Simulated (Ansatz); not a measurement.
**Polymorphs of NbH₂**

7 relaxations of NbH2 ended in 6 distinct structures. Method: r2SCAN+rVV10 (plane waves to 500 eV, PAW, scalar-relativistic; Ansatz, an electronic-structure program).

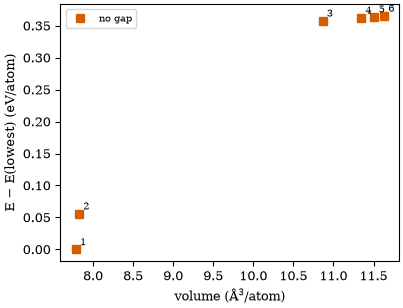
Energy against volume of the distinct structures, numbered as in the table

| # | space group | Pearson | type | E − E(lowest) (eV/atom) | V (Å³/atom) | coordination | runs ending here |
|---|---|---|---|---|---|---|---|
| 1 | Fm-3m | cF12 | fluorite type | 0.00 | 7.79 | H 4 (tetrahedral), Nb 8 (cubic) | 1 |
| 2 | P-3m1 | hP6 | – | 0.06 | 7.83 | – | 1 |
| 3 | P6₃mc | hP6 | – | 0.36 | 10.86 | – | 1 |
| 4 | P-3m1 | hP3 | CdI2 type | 0.36 | 11.35 | H 3 (trigonal pyramidal), Nb 6 (octahedral) | 2 |
| 5 | R-3m | hR3 | – | 0.36 | 11.51 | – | 1 |
| 6 | P6₃/mmc | hP6 | – | 0.37 | 11.63 | – | 1 |

Coordination numbers (neighbours up to the widest gap in distance over summed covalent radii, below 1.35; n+m marks a second, longer set; metal–metal contacts left out). All are gapless at this level. Fm-3m, cF12, fluorite type is the lowest among the structures calculated here.

NbH2 is modelled in the cubic space group Fm-3m (No. 225), the fluorite structure, Pearson symbol cF12. Conventional cell: a = b = c = 4.538 Å, α = β = γ = 90.00°. H on 8c sees 4 Nb at 1.965 Å (tetrahedral). Nb on 4b is surrounded by 8 H at 1.965 Å (cubic). (Neighbours: up to the widest gap in distance over summed covalent radii, below 1.35, at either atom; cation-cation and far metal-metal contacts left out.)
(The calculation used a cell of 3 atoms; values per cell refer to that cell.)

Each run could gain symmetry but not lose that of its start, so entries can be saddle points. From databases, or of a type measured for this composition: Fm-3m, cF12, fluorite type; the others are generated cells (placed on structure types, drawn at random, substituted or restacked) that were not matched to a known phase here. The real structure of this composition may not be among these. Static energies at zero pressure. No spin polarisation in the result.
